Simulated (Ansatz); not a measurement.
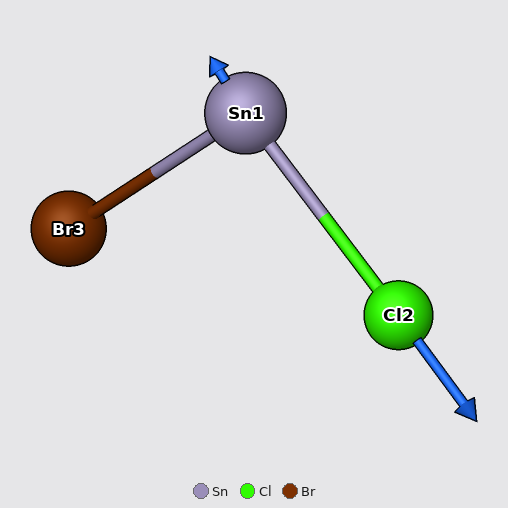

The arrows show one normal mode. Harmonic vibrations computed with RKS PBE0-D4/def2-TZVP, core potentials on Sn (Ansatz 0.2.0) at a stationary point of the same level.

### Describe the motion.

Mostly Sn–Cl stretching.

### At what wavenumber does it lie?

349 cm⁻¹; it is mode 3 of 3 counted from the lowest.
